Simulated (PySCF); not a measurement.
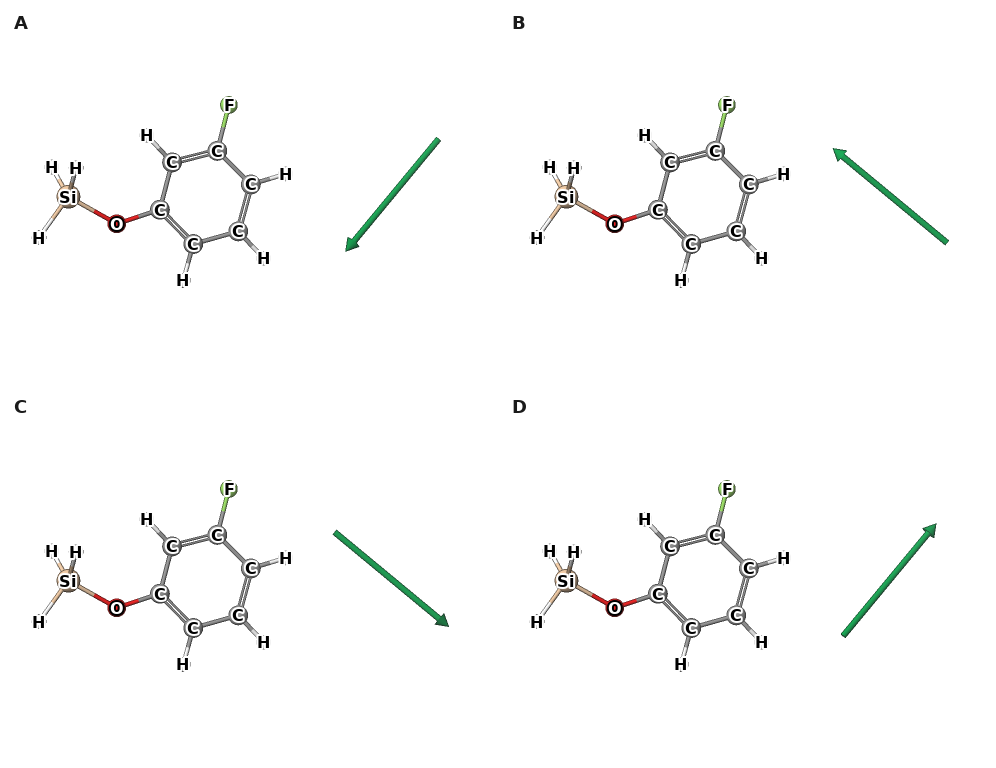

The same molecule four times, each with an arrow. Computed geometry: GFN2-xTB optimisation. No frequency run is at hand to confirm it as a minimum. Level of theory: B3LYP/def2-SVPD, gas phase (PySCF 2.14.0).

Which arrow points along the dipole moment, from the negative to the positive end?

A. The dipole moment is 1.25 D.

The geometry is semi-empirical. Around Si such bond lengths and angles can be off by a tenth of an ångström or more and by several degrees, and values that hang on the shape move with them.
